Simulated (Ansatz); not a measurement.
# Structural relaxation of C(110) slab, H on both faces (240 atoms)

Wanted: the relaxed structure of C(110) slab, H on both faces (240 atoms) and its electronic structure.

Program: Ansatz 0.2.0. Level of theory: Kohn-Sham DFT, PBE+D3(BJ), PAW (set soft_2), plane waves. Results are calculated unless marked as measured.

### Step 1. Set-up

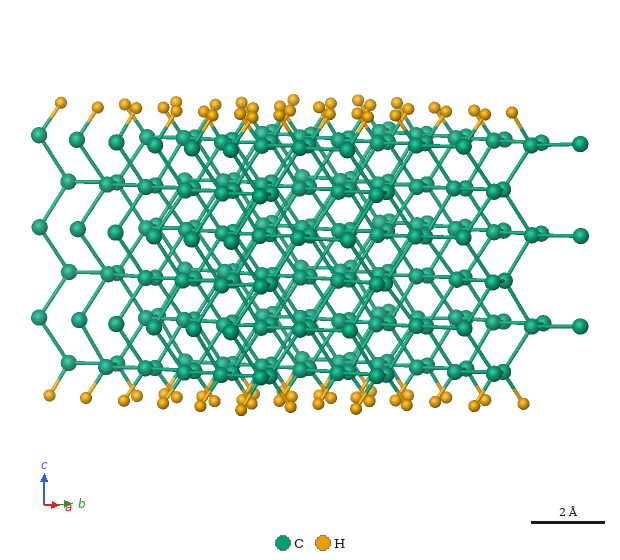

Start, viewed from the side, with the c axis up; carbon teal, hydrogen orange. Bonds to atoms that aren't drawn are left out. Some periodic images of atoms are drawn too.

The cell holds 240 atoms: 180 C and 60 H. Cell: a = 12.611 Å, b = 10.701 Å, c = 18.086 Å, α = 90.0°, β = 90.0°, γ = 90.0°. It derives from C (diamond-structure). Diamond-structure C (a = 3.567 Å), (110) slab of 6 atomic planes, 5 x 3 surface cells, H on the broken bonds of both faces, 10 Å of vacuum; displaced by a Gaussian of 0.02 Å. Regions: slab, 180 atoms (180 C); hydrogen, 60 atoms (60 H). Vacuum lies along c.

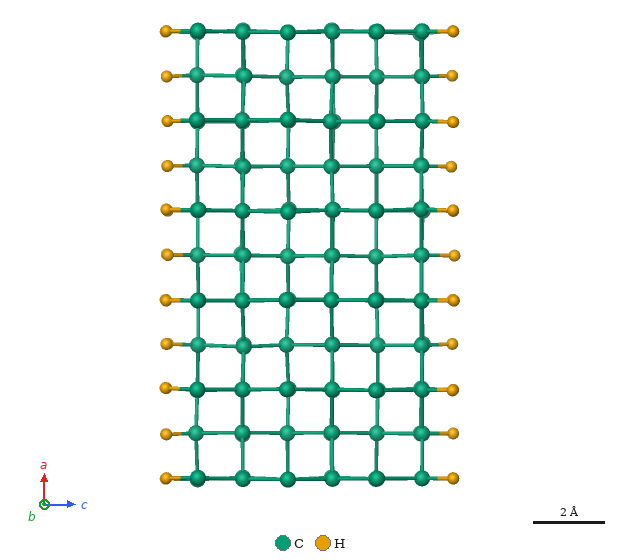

A slice 6 Å thick through the middle of the cell. Bonds to atoms that aren't drawn are left out.

What the set-up can't give: The Brillouin zone is sampled at Γ only, in a cell whose shortest periodic width is 11 Å.

### Step 2. Single point at the start

A single point comes first, to see the forces before anything moves.

The input, input.yaml:

```yaml
crystal:
  lattice:
    - [12.61125, 0.0, 0.0]
    - [0.0, 10.701, 0.0]
    - [0.0, 0.0, 18.08559]
  atoms:
    - { symbol: C, position: [0.90005, 0.16548, 0.32467] }
    - { symbol: C, position: [0.00114, 0.08398, 0.32577] }
    - { symbol: C, position: [0.99968, 0.99988, 0.39605] }
    - { symbol: C, position: [0.90261, 0.25105, 0.39557] }
    - { symbol: C, position: [0.89751, 0.16807, 0.46645] }
    - { symbol: C, position: [0.9995, 0.08571, 0.46541] }
    - { symbol: C, position: [0.99882, 0.00189, 0.53484] }
    - { symbol: C, position: [0.89947, 0.24786, 0.53617] }
    - { symbol: C, position: [0.9011, 0.16902, 0.60495] }
    - { symbol: C, position: [0.00054, 0.08319, 0.60414] }
    - { symbol: C, position: [0.00044, 0.99936, 0.67621] }
    - { symbol: C, position: [0.8997, 0.25201, 0.67463] }
    - { symbol: C, position: [0.09938, 0.1684, 0.32621] }
    - { symbol: C, position: [0.20172, 0.08085, 0.32396] }
    - { symbol: C, position: [0.20173, 0.00395, 0.39678] }
    - { symbol: C, position: [0.09924, 0.25122, 0.39523] }
    - { symbol: C, position: [0.10268, 0.16624, 0.4655] }
    - { symbol: C, position: [0.20078, 0.08747, 0.46642] }
    - { symbol: C, position: [0.19857, 0.00147, 0.53631] }
    - { symbol: C, position: [0.1018, 0.25058, 0.53328] }
    - { symbol: C, position: [0.09991, 0.1674, 0.60455] }
    - { symbol: C, position: [0.20129, 0.08344, 0.60406] }
    - { symbol: C, position: [0.19913, 0.99858, 0.67362] }
    - { symbol: C, position: [0.10123, 0.2534, 0.67315] }
    - { symbol: C, position: [0.90258, 0.49776, 0.32417] }
    - { symbol: C, position: [0.99846, 0.41801, 0.32504] }
    - { symbol: C, position: [0.00248, 0.33866, 0.39561] }
    - { symbol: C, position: [0.90075, 0.58478, 0.39819] }
    - { symbol: C, position: [0.89813, 0.49636, 0.46409] }
    - { symbol: C, position: [0.99788, 0.41842, 0.46603] }
    - { symbol: C, position: [0.00266, 0.33319, 0.53434] }
    - { symbol: C, position: [0.89956, 0.58321, 0.5357] }
    [... 202 atom lines left out ...]
    - { symbol: H, position: [0.60005, 0.72686, 0.72349] }
    - { symbol: H, position: [0.49837, 0.85782, 0.72201] }
    - { symbol: H, position: [0.6996, 0.89237, 0.27711] }
    - { symbol: H, position: [0.7997, 0.69421, 0.27839] }
    - { symbol: H, position: [0.7975, 0.72653, 0.7239] }
    - { symbol: H, position: [0.69928, 0.86098, 0.72197] }
kpoints:
  mp_grid: { grid: [1, 1, 1] }
hamiltonian:
  xc: pbe
  dispersion: d3bj
scf:
  occupations: { method: fixed }
output:
  forces: true
  populations: true
  dos:
    method: { smearing: { sigma: 0.15 } }
    de: 0.1
    projected:
      site_lists:
        C: [C]
        H: [H]
        hydrogen: [180, 181, 182, 183, 184, 185, 186, 187, 188, 189, 190, 191, 192, 193, 194, 195, 196, 197, 198, 199, 200, 201, 202, 203, 204, 205, 206, 207, 208, 209, 210, 211, 212, 213, 214, 215, 216, 217, 218, 219, 220, 221, 222, 223, 224, 225, 226, 227, 228, 229, 230, 231, 232, 233, 234, 235, 236, 237, 238, 239]
  eigenvalues: true
```

Launch:

```bash
$ ansatz run input.yaml --threads 4 --pin off --max-ram 8192MiB --backend cpu --events-out ev --progress --plain --runs-dir out
```

Numbers of over 12 decimals in the logs are rounded to 6 here.

The program printed:

```text
Engine: ansatz 0.2.0, aarch64-unknown-linux-gnu
Pseudopotentials: kind: paw
Pseudopotential: C, paw, valence charge 4, recommended cutoff 420 eV (normal), C.paw.azcp
Pseudopotential: H, paw, valence charge 1, recommended cutoff 420 eV (normal), H.paw.azcp
Functional definition: PBE
  parameter kappa = 0.804
  parameter beta = 0.066725
  exchange = pbe_x(kappa = kappa, mu = beta*pi^2/3)
  correlation = pbe_c(beta = beta)
Crystal: 240 atoms, lattice volume = 2440.704 Å³
Basis set: ecut = 420 eV, 47673 PW (Γ), exchange–correlation on 180×144×250 points (8 copies of the dense FFT grid, shifted against one another)
Bands: 630, of which v1, the nominal top of the filled ones, is band 390 counted from 1 (389 counted from 0)
Symmetry: 1 space group operations
Space group: P1 (ITA 1), of the structure as read, at distance tolerance 1.3e-4 Å
k-points: 1
Non-local potential: C, projectors of the file, l = 0: 2, l = 1: 2, l = 2: 1
Non-local potential: H, projectors of the file, l = 0: 2, l = 1: 1
PAW form: soft (Blöchl's): semilocal exchange-correlation on the pseudo side does not see the compensation charge
PAW one-centre angular grid: C, 110 points (default); XC on 64 Gauss nodes
PAW one-centre angular grid: H, 110 points (default); XC on 64 Gauss nodes
Initial density: superposition of atomic densities (neutral atoms: chi_scale 0, normalization atom), corrected by the library's trained network
Initial wavefunctions: pseudopotential atomic-orbital guess
Functional: x = pbe(κ = 0.804, μ = 0.219515), c = pbe(β = 0.066725)
SCF iter   1: F=—  HF=-46135.237878 eV  |F-HF|=—  |Δ(HF+E_count)|=         —  Δρ=4.18e-3  dr2=1.64e0  ethr=1.77e-3  ⟨swp⟩=6.0  Hψ=2653  notcnv=0  defer=238
preconditioner: auto → Resta (q_TF=auto, 2.256 Å⁻¹)  ε∞=2.7  [insulator: Δε(μ)=2.662 eV  Ē_g=16.308 eV  n_scr=466 (ndim 8)  ℏωp=21.0 eV  f_vac=0.442  ε∞_Penn≈2.7  vacuum switching on, ρ_ref=1.9e-2 e/Å³]
SCF iter   2: F=—  HF=-46134.926942 eV  |F-HF|=—  |Δ(HF+E_count)|=   3.11e-1  Δρ=2.90e-3  dr2=1.68e-1  ethr=2.11e-4  ⟨swp⟩=2.0  Hψ=780  notcnv=0  defer=238
SCF iter   3: F=—  HF=-46134.909585 eV  |F-HF|=—  |Δ(HF+E_count)|=   1.74e-2  Δρ=1.14e-3  dr2=3.15e-2  ethr=2.15e-5  ⟨swp⟩=3.0  Hψ=719  notcnv=0  defer=238
SCF iter   4: F=—  HF=-46134.907767 eV  |F-HF|=—  |Δ(HF+E_count)|=   1.82e-3  Δρ=2.10e-4  dr2=9.56e-4  ethr=4.04e-6  ⟨swp⟩=4.0  Hψ=738  notcnv=0  defer=238
SCF iter   5: F=—  HF=-46134.908064 eV  |F-HF|=—  |Δ(HF+E_count)|=   2.97e-4  Δρ=8.30e-5  dr2=1.50e-4  ethr=1.23e-7  ⟨swp⟩=3.0  Hψ=790  notcnv=0  defer=238
SCF iter   6: F=—  HF=-46134.908219 eV  |F-HF|=—  |Δ(HF+E_count)|=   1.55e-4  Δρ=1.80e-5  dr2=7.75e-6  ethr=1.93e-8  ⟨swp⟩=3.0  Hψ=782  notcnv=0  defer=238
SCF iter   7: F=—  HF=-46134.909274 eV  |F-HF|=—  |Δ(HF+E_count)|=   1.06e-3  Δρ=5.56e-6  dr2=6.97e-7  ethr=9.94e-10  ⟨swp⟩=2.0  Hψ=1014  notcnv=0  defer=238
SCF iter   8: F=-46134.909274 eV  HF=-46134.909274 eV  |F-HF|=1.58e-8  |Δ(HF+E_count)|=   8.65e-8  Δρ=1.26e-6  dr2=3.63e-8  ethr=1.28e-11  ⟨swp⟩=25.0  Hψ=6072  notcnv=0
SCF 1 converged in 8 iterations: F = -46134.909274 eV  dr2 = 3.63e-8
  greatest PAW one-centre occupation: 0.657 electrons in one spin orbital (limit 2), on the C atom at site 155 (counted from 0), in its partial waves of l = 0
SCF converged after 8 iterations
Free energy (F): -46134.909274 eV
Harris-Foulkes:  -46134.909274 eV  (|F-HF|=1.58e-8)
Internal energy: -46134.909274 eV  (E = F + TS)
E sigma→0 (E₀):  -46134.909274 eV
Fermi energy:    4.072373 eV
--- Per-component energies (eV) ---
  E_band       = -3548.791644
  E_kinetic    = 17472.434810
  E_local      = -376690.422367  (includes V_loc(G=0)·N_el)
  E_nonlocal   = 4916.663410
  E_hartree    = 181795.545452
  E_xc         = -9315.956730
  E_vxc        = -11588.806874  (∫ρ·V_xc dr)
  E_paw        = -17900.660867  (= ΣΔE_a)
  E_vpaw       = -1249.614638  (= ΣTr[D̂ρ^β])
  E_aug_tail   = -0.083134  (compensation charges beyond the density's cutoff)
  E_ewald      = 153618.936772
  E_disp       = -31.366620  (pairwise vdW)
  E_smearing   = -0.000000  (= −TS)
  E_closure    = 0.000000  (closes the sum)
  Σ components = -46134.909274   (vs F -46134.909274, Δ=0.00e0)
--- Forces (eV/Å), atoms counted from 1 ---
  atom   1  C      0.02880777    -0.79905437     1.55883261
  atom   2  C     -0.59018422     1.31987827     0.92840673
  atom   3  C      0.03086214     0.33015050    -1.07435953
  atom   4  C     -1.32099937     0.18294612    -0.29581550
  atom   5  C      1.64726255    -0.25857501    -1.05979573
  atom   6  C      0.24311290    -0.72753774     0.13755878
  atom   7  C      0.16895624    -0.19572387     0.28685743
  atom   8  C      0.16462720     1.68358320    -0.43079476
  atom   9  C     -0.50232406    -1.38795453     0.47851436
  atom  10  C     -0.19518188     0.66505069     1.24185571
  atom  11  C     -1.11436966    -0.04654126    -1.50516296
  atom  12  C      0.17412658    -0.06239123    -0.02888759
  atom  13  C      0.44542208    -1.70809430    -0.17109154
  atom  14  C     -0.98783976     3.53182520     2.83866822
[...]
atom 239  H      0.09545418     0.00903321     0.52465333
  atom 240  H      0.04791497    -1.34287492     2.00572452
  max |Σ_I F_I| component: 5.96e-5 eV/Å
--- Band table (eV) ---
  k-point 0: bands = ["-16.8250", "-16.1103", "-16.0851", "-15.8462", [... 614 levels ...], "13.6840", "13.6930", "13.7040", "13.7129", "13.7320", "13.7452", "13.7700", "13.7784", "13.7855", "13.7961", "13.8391", "13.8812"]
--- Löwdin populations: 240 sites ---
  site symbol       q [e]
     0      C      4.1268
     1      C      4.1274
     2      C      3.9832
[...]
239      H      0.8234
  spilling = 0.004975 (of n_electrons = 780.000000)
```

It took 2.4 min on 4 threads of Arm Neoverse N1, shared host; peak memory 3.7 GiB.

Reading the cycles: dr2 is the Hartree energy of the density residual (eV), the measure of convergence; HF is the Harris–Foulkes estimate of the energy, which meets the free energy F at convergence.

Read from the output:

| Property | Result |
| --- | --- |
| free energy | -46134.9093 eV |
| free energy per atom | -192.2288 eV/atom |
| SCF cycles | 8 |
| r.m.s. force component | 1.043 eV/Å |
| longest force | 4.689 eV/Å |
| Fermi energy | 4.072 eV |
| gap (highest filled to lowest empty level) | 2.143 eV |
| spilling of the projection | 0.004975 |

The r.m.s. force component of 1.0 eV/Å sets the starting point.

Length of the force by element:

| element | coordination | atoms | mean length of the force (eV/Å) | spread | least | most |
| --- | --- | --- | --- | --- | --- | --- |
| C | all | 180 | 1.80 | 0.824 | 0.187 | 4.69 |
| H | all | 60 | 0.911 | 0.660 | 0.112 | 3.23 |

### Step 3. Relaxation

The atoms are relaxed in the fixed cell, aiming at the force tolerance of the input.

input.yaml, the sections that differ from step 2:

```yaml
output:
  forces: true
relax:
  f_tol: 0.03
  max_steps: 200
# crystal, kpoints, hamiltonian, scf: as in step 2
```

The program printed:

```text
[...]
Crystal: 240 atoms, lattice volume = 2440.704 Å³
Basis set: ecut = 420 eV, 47673 PW (Γ), exchange–correlation on 180×144×250 points (8 copies of the dense FFT grid, shifted against one another)
Bands: 630, of which v1, the nominal top of the filled ones, is band 390 counted from 1 (389 counted from 0)
Symmetry: 1 space group operations
[...]
k-points: 1
[...]
SCF iter   1: F=—  HF=-46135.230676 eV  |F-HF|=—  |Δ(HF+E_count)|=         —  Δρ=4.17e-3  dr2=1.64e0  ethr=1.77e-3  ⟨swp⟩=9.0  Hψ=2427  notcnv=0  defer=238
[...]
SCF iter   3: F=—  HF=-46134.910016 eV  |F-HF|=—  |Δ(HF+E_count)|=   1.59e-2  Δρ=1.23e-3  dr2=3.56e-2  ethr=2.10e-5  ⟨swp⟩=3.0  Hψ=783  notcnv=0  defer=120
automatic band count: iteration 3 solves 512 bands in place of 630: the levels show a gap, and the empty bands left out lie too high to hold charge; the band table lists the bands solved (type scf.n_extra_bands for more)
SCF iter   4: F=—  HF=-46134.907906 eV  |F-HF|=—  |Δ(HF+E_count)|=   2.11e-3  Δρ=1.91e-4  dr2=8.36e-4  ethr=4.57e-6  ⟨swp⟩=6.0  Hψ=791  notcnv=0  defer=120
[...]
SCF iter   6: F=-46134.909272 eV  HF=-46134.909271 eV  |F-HF|=1.32e-6  |Δ(HF+E_count)|=   3.74e-5  Δρ=1.68e-5  dr2=5.34e-6  ethr=2.88e-9  ⟨swp⟩=3.0  Hψ=2071  notcnv=0
SCF 1 converged in 6 iterations: F = -46134.909272 eV  dr2 = 5.34e-6
[...]
relax step   1: F+E_penalty+E_count = -46134.90927246 eV  Δ(F+E_penalty+E_count) = +0.000e0 eV  max|allowed force component| = 3.649e0 eV/Å  Δτ_max = 0.0000 Å  (6 SCF iters, dr2 threshold 2.25e-5 eV, accepted)
[...]
relax step   2: F+E_penalty+E_count = -46141.03596562 eV  Δ(F+E_penalty+E_count) = -6.127e0 eV  max|allowed force component| = 1.213e0 eV/Å  Δτ_max = 0.0899 Å  (6 SCF iters, dr2 threshold 1.00e-4 eV, accepted)
[...]
relax step   3: F+E_penalty+E_count = -46142.11649832 eV  Δ(F+E_penalty+E_count) = -1.081e0 eV  max|allowed force component| = 2.889e-2 eV/Å  Δτ_max = 0.0492 Å  (5 SCF iters, dr2 threshold 9.20e-5 eV, accepted)
[...]
relax step   4: F+E_penalty+E_count = -46142.11650474 eV  Δ(F+E_penalty+E_count) = -6.419e-6 eV  max|allowed force component| = 2.931e-2 eV/Å  Δτ_max = 0.0000 Å  (4 SCF iters, accepted)
SCF converged after 4 iterations
Free energy (F): -46142.116505 eV
[...]
Internal energy: -46142.116505 eV  (E = F + TS)
E sigma→0 (E₀):  -46142.116505 eV
Fermi energy:    3.969503 eV
[...]
--- Forces (eV/Å), atoms counted from 1 ---
  atom   1  C     -0.00554930    -0.00015283    -0.00596847
  atom   2  C      0.01350910     0.00217947     0.00629622
  atom   3  C     -0.00640201    -0.01064249     0.00535435
  atom   4  C     -0.00284009     0.00192415    -0.00539077
  atom   5  C      0.01181245    -0.00926173    -0.00103444
  atom   6  C      0.00321201     0.00228807    -0.00780002
  atom   7  C      0.00815777     0.00617154     0.00348439
  atom   8  C      0.00089125     0.01130003    -0.00251600
  atom   9  C      0.00091012     0.00437181     0.00715233
  atom  10  C     -0.00976385     0.00403325    -0.00308203
  atom  11  C     -0.00203649     0.00512380    -0.00539625
  atom  12  C      0.00118495    -0.01018726    -0.00021584
  atom  13  C     -0.00402340    -0.00468047     0.00489968
  atom  14  C     -0.00456149    -0.00123718    -0.01205173
[...]
atom 239  H     -0.00217418     0.00562525    -0.00650722
  atom 240  H     -0.00315814    -0.00513495    -0.00090624
  max |Σ_I F_I| component: 4.80e-5 eV/Å
--- Relaxed structure (4 steps of the walk, 4 accepted, 0 SCFs on fresh bases) ---
  F+E_penalty+E_count = -46142.11650474 eV   max|allowed force component| = 2.931e-2 eV/Å
  atoms:
    - { symbol: C, position: [0.899881, 0.165596, 0.327501] }
    - { symbol: C, position: [-0.000166847, 0.085779, 0.327492] }
    - { symbol: C, position: [0.999861, 1.000438, 0.395606] }
    - { symbol: C, position: [0.899856, 0.251029, 0.395583] }
[...]
- { symbol: H, position: [0.699953, 0.863191, 0.723515] }
```

It took 3 min on 4 threads; peak memory 3.4 GiB.

Step by step:

| step | energy less that of the first step (eV) | largest force component (eV/Å) |
| --- | --- | --- |
| 1 | 0.0000 | 3.6492 |
| 2 | -6.1267 | 1.2133 |
| 3 | -7.2072 | 0.0289 |
| 4 | -7.2072 | 0.0293 |

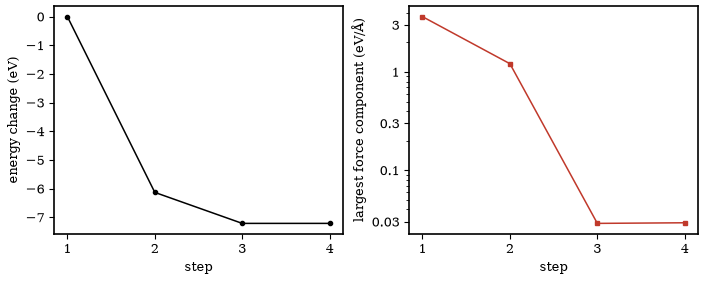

Energy and largest force along the relaxation.

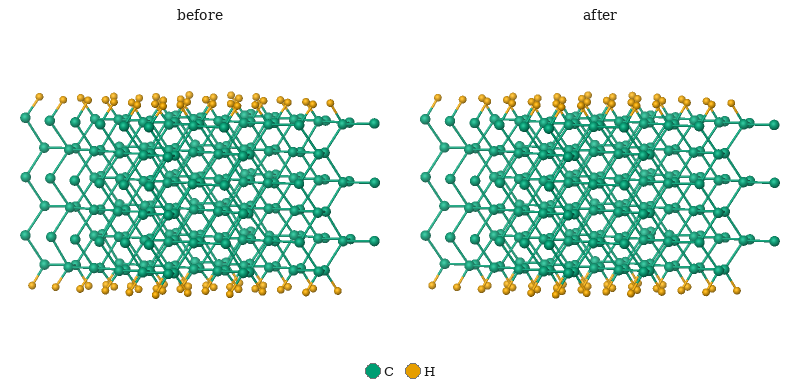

The structure before and after the relaxation, drawn at the same scale. Bonds to atoms that aren't drawn are left out.

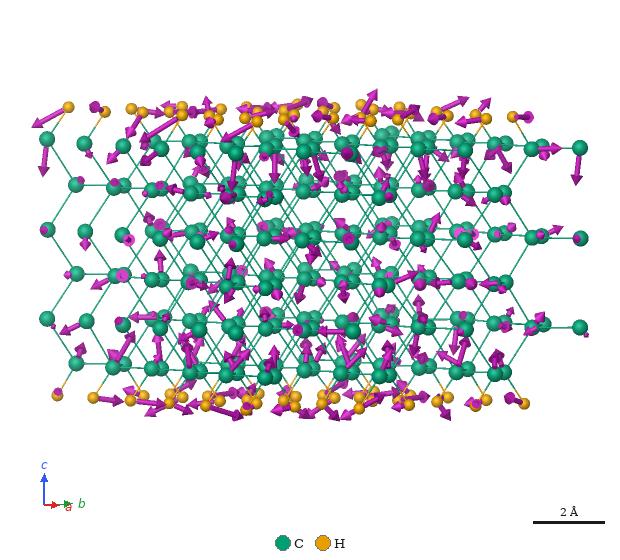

Displacements in the relaxation, exaggerated; the longest in the cell stands for 0.10 Å. Bonds to atoms that aren't drawn are left out. Some periodic images of atoms are drawn too.

The atoms that moved most (Å):

```
atom      dx      dy      dz  length
H207  -0.049  -0.068  -0.052   0.098
 C49  -0.023   0.016   0.088   0.093
H198  -0.032   0.080   0.006   0.087
 C14  -0.023   0.053   0.064   0.087
H218  -0.009   0.083  -0.024   0.086
H234  -0.028   0.079   0.006   0.084
H226   0.020   0.080   0.011   0.083
H214  -0.037   0.069   0.027   0.083
```

The relaxation changed the energy by -30.0 meV/atom, and atoms moved by 0.047 Å r.m.s., 0.098 Å at most.

### Step 4. Local order after relaxation

Bonds before and after, by the cutoffs listed below:

```csv
pair,bonds before,bonds after,mean before (Å),mean after (Å),spread before (Å),spread after (Å)
C-C,330,330,1.546,1.538,0.029,0.008
C-H,60,60,1.083,1.098,0.030,0.000
```

Normalised to the volume that the atoms fill. g(r), total and by pair (bins of 0.2 Å):

| r (Å) | total | C-C | C-H | H-H |
| --- | --- | --- | --- | --- |
| 1.00 | 0.97 | 0.00 | 2.60 | 0.00 |
| 1.20 | 0.00 | 0.00 | 0.00 | 0.00 |
| 1.40 | 0.00 | 0.00 | 0.00 | 0.00 |
| 1.60 | 2.67 | 4.75 | 0.00 | 0.00 |
| 1.80 | 0.00 | 0.00 | 0.00 | 0.00 |
| 2.00 | 0.29 | 0.00 | 0.00 | 4.62 |
| 2.20 | 0.74 | 0.00 | 1.97 | 0.00 |
| 2.40 | 0.74 | 0.98 | 0.00 | 3.07 |
| 2.60 | 2.63 | 3.77 | 0.88 | 2.83 |
| 2.80 | 0.59 | 0.00 | 1.57 | 0.00 |
| 3.00 | 1.86 | 3.31 | 0.00 | 0.00 |
| 3.20 | 0.12 | 0.00 | 0.31 | 0.00 |
| 3.40 | 0.49 | 0.00 | 1.31 | 0.00 |
| 3.60 | 0.71 | 1.10 | 0.00 | 1.41 |
| 3.80 | 1.04 | 1.80 | 0.09 | 0.00 |
| 4.00 | 0.40 | 0.00 | 0.87 | 1.08 |
| 4.20 | 0.44 | 0.00 | 1.18 | 0.00 |
| 4.40 | 1.89 | 2.73 | 0.46 | 2.85 |
| 4.60 | 1.22 | 1.60 | 0.86 | 0.00 |
| 4.80 | 0.00 | 0.00 | 0.00 | 0.00 |
| 5.00 | 0.85 | 0.95 | 0.73 | 0.71 |
| 5.20 | 1.31 | 1.67 | 0.90 | 0.66 |
| 5.40 | 0.43 | 0.00 | 1.15 | 0.00 |
| 5.60 | 0.89 | 1.40 | 0.29 | 0.00 |
| 5.80 | 0.48 | 0.68 | 0.17 | 0.54 |
| 6.00 | 0.19 | 0.00 | 0.51 | 0.00 |
| 6.20 | 0.59 | 0.42 | 0.79 | 0.94 |
| 6.40 | 1.02 | 1.04 | 1.02 | 0.88 |

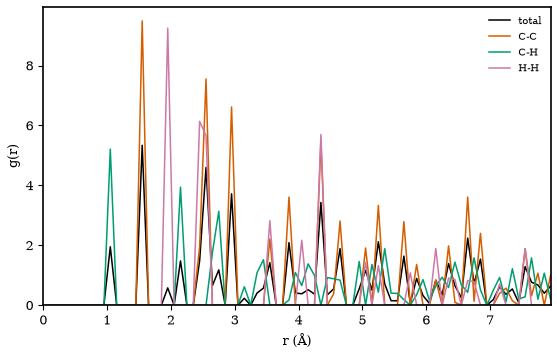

Pair distribution functions.

Bonds by pair of elements; cutoffs follow the first minimum of g(r), held within bounds set by covalent radii, and pairs that aren't listed don't count as bonded:

```
pair A-B  cutoff (Å)  bonds  mean length (Å)  spread (Å)  shortest (Å)  B about A  A about B
     C-C        1.85    330             1.54       0.008          1.52       3.67       3.67
     C-H        1.34     60             1.10           0          1.10      0.333          1
```

How many atoms have how many bonded neighbours:

```csv
element,mean,1,4
C,4,0,180
H,1,60,0
```

Bond angles, per cent of each kind in bins of 5°:

```csv
angle (°),C-C-C,C-C-H
105–110,81.3,66.7
110–115,18.7,33.3
```

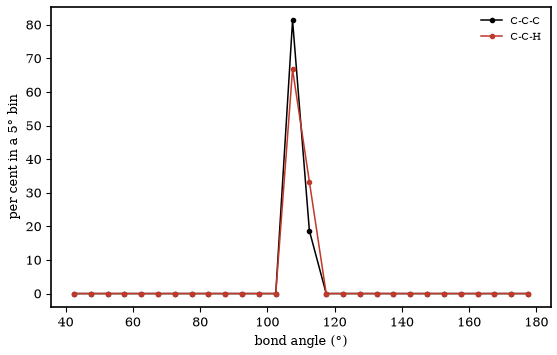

Distributions of the most common bond angles.

Bond angles (no mean is given where the spread exceeds 20°):

```
angle  count  mean (°)  spread (°)
C-C-C    900       110         0.7
C-C-H    180       109         1.2
```

By these cutoffs all C atoms have 4 and all H atoms have 1 bonded neighbour. The C-C-C angle averages 110° with a spread of 0.7°.

(Part 1 of 2 ends here.)

[Logs are printed without paths, hosts, clocks, repeated set-up lines and the standing remarks that a program may print on its own settings, such as how far it seeks lower states.]

[Hosts, paths, dates, database ids (printed as entryN), source tags and the programs' standing remarks are cut or masked in the printed files.]
